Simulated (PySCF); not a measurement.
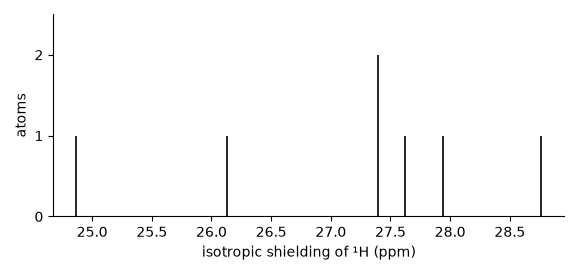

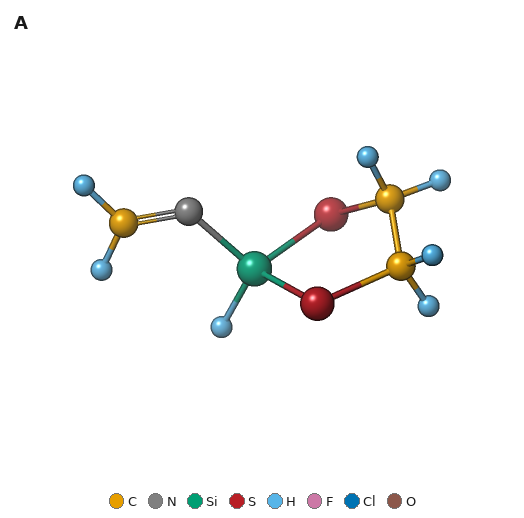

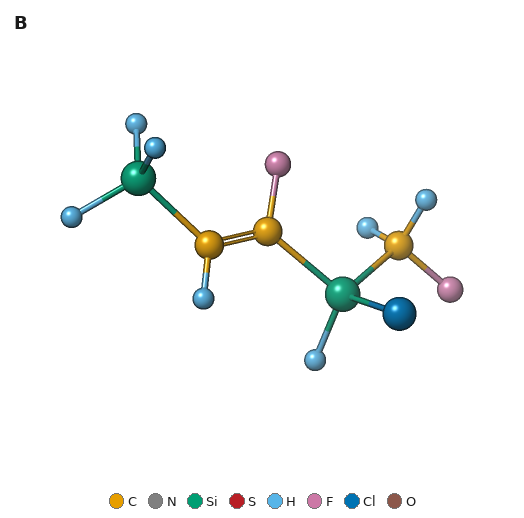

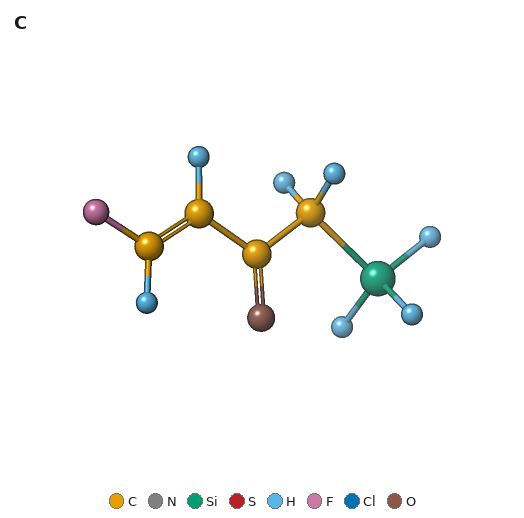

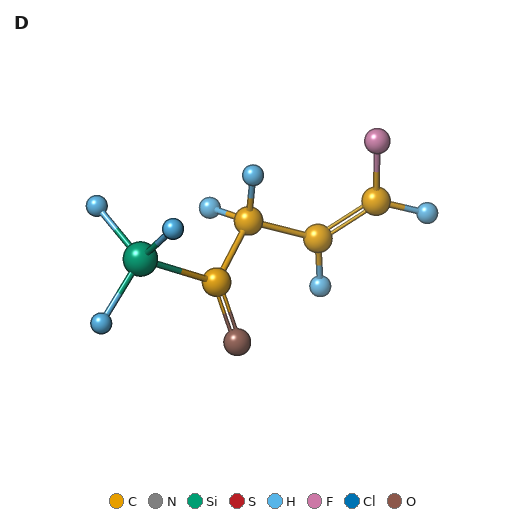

The sticks are computed shieldings of one of the molecules, for one fixed geometry (GFN2-xTB) without averaging over rotations. Low shielding means a high chemical shift. Method: GIAO PBE0/pcSseg-1 NMR shielding, non-relativistic, gas phase (PySCF 2.14.0).

> Which molecule gives this pattern?

D, `O=C([SiH3])C/C=C\F`. Its 7 H atoms give lines at 24.87, 26.13, 27.40 (2 atoms), 27.62, 27.94, 28.76 ppm.

The geometry is semi-empirical. Around Si such bond lengths and angles can be off by a tenth of an ångström or more and by several degrees, and values that hang on the shape move with them.
